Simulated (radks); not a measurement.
System: Ge⁺ (Z = 32, 31 electrons), configuration [Ar] 3d10 4s2 4p1 (high spin). Computed with the in-house radial solver radks: scalar-relativistic Kohn-Sham, XLYP, spin-polarised, spherical densities, point nucleus.

Wanted: the number of electrons inside radius r (solid) and the radial density 4πr²ρ (dashed).

The count levels off at 31 electrons. Half of them lie within 0.501 bohr, 90 % within 1.45 bohr and 99 % within 3.35 bohr. The radial density has minima at 0.0697 and 0.326 bohr, where the count stands at 2.1 and 11.0; these part the shells that the density resolves.

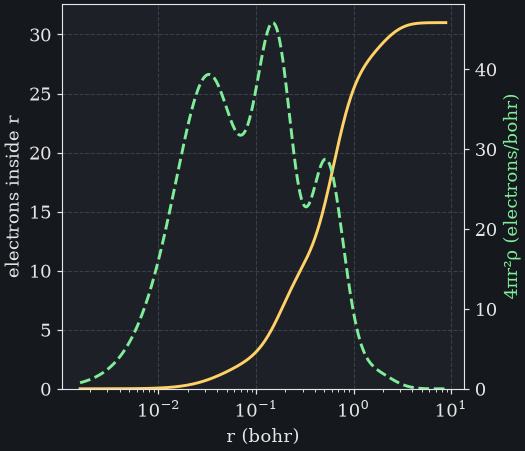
